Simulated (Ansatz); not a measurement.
NaIO₂ (space group I4_1/amd, No. 141): the geometry relaxed (final pressure about 5 GPa) with Ansatz, DFT, PAW plane waves, pbe; the starting structure was generated, so it need not be a known form of this composition.

```cif
data_structure
_symmetry_space_group_name_H-M 'P 1'
_symmetry_Int_Tables_number 1
_cell_length_a 5.1544
_cell_length_b 5.1544
_cell_length_c 8.9638
_cell_angle_alpha 90.000
_cell_angle_beta 90.000
_cell_angle_gamma 90.000
_cell_volume 238.15
loop_
_atom_site_label
_atom_site_type_symbol
_atom_site_fract_x
_atom_site_fract_y
_atom_site_fract_z
_atom_site_occupancy
O1 O 0.50000 0.50000 0.73726 1
O2 O 0.50000 0.00000 0.98726 1
O3 O 0.50000 0.00000 0.51274 1
O4 O 0.00000 0.00000 0.76274 1
I1 I 0.00000 0.00000 0.00000 1
I2 I 0.50000 0.00000 0.75000 1
Na1 Na 0.50000 0.50000 0.00000 1
Na2 Na 0.00000 0.50000 0.75000 1
O5 O 0.00000 0.00000 0.23726 1
O6 O 0.00000 0.50000 0.48726 1
O7 O 0.00000 0.50000 0.01274 1
O8 O 0.50000 0.50000 0.26274 1
I3 I 0.50000 0.50000 0.50000 1
I4 I 0.00000 0.50000 0.25000 1
Na3 Na 0.00000 0.00000 0.50000 1
Na4 Na 0.50000 0.00000 0.25000 1
```

Describe how the polyhedra about Na are linked (bonds: Na–O below 2.9 Å).

Na: NaO6 octahedron, sharing edges with four neighbours and corners with four neighbours.

They form a three-dimensional framework of corner- and edge-sharing octahedra.

Centre to centre across a shared corner: 5.15 Å; across a shared edge: 3.42 Å.

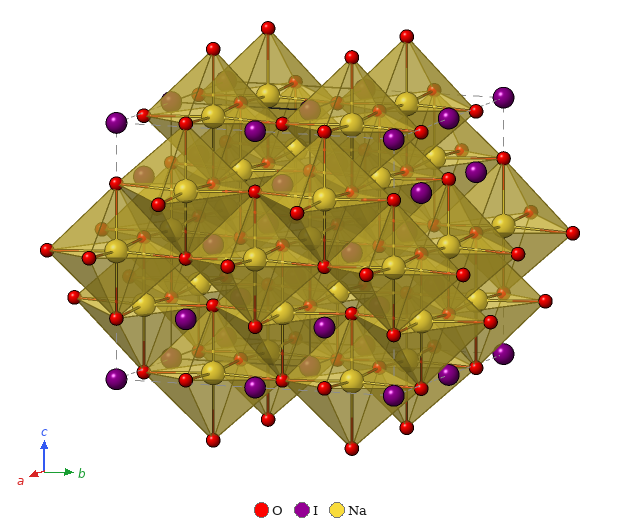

Polyhedra are drawn about Na (bonds: Na–O below 2.9 Å); other atoms are plain spheres.
